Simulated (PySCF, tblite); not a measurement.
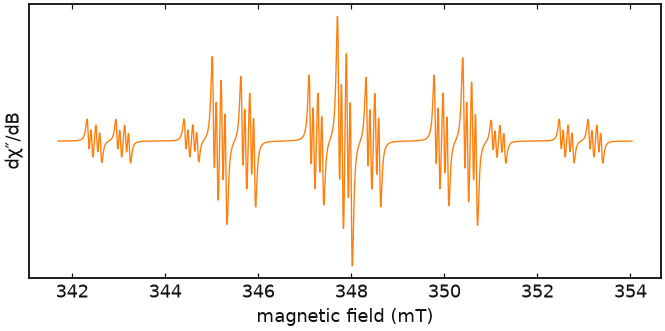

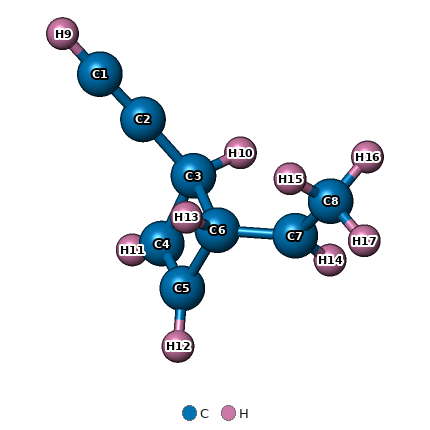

First-order isotropic EPR spectrum (fast tumbling, first derivative) of C₈H₉, SMILES C#C[C@@H]1C=C[C@H]1[CH]C, doublet at 9.75 GHz, Lorentzian lines of 0.08 mT full width at half height, from computed g and hyperfine couplings (B3LYP/pcH-1, PySCF, at a GFN2-xTB geometry (a minimum by its frequencies), gas phase); values of one conformer, averaged over methyl-type rotors alone; other conformers aren't averaged in; no vibrational averaging; dilute isotopes left out. The SMILES is one Lewis form and needn't show where the spin sits.

### Which couplings does the calculation give? The spectrum shows the sizes of those above the line width, not their signs.

```csv
nuclei,isotope,a (mT),a (MHz)
"H15, H16, H17",¹H,2.69,75.4
H14,¹H,−2.09,−58.5
H13,¹H,0.62,17.4
H10,¹H,−0.18,−5.1
H9,¹H,−0.08,−2.4
H12,¹H,0.02,0.5
```

### What is the g value, and how wide is the spectrum?

g_iso = 2.0026, which centres the spectrum at 347.9 mT; it spans 11.1 mT.

Note: the tight-binding geometry is rougher than a DFT one and adds to the error.
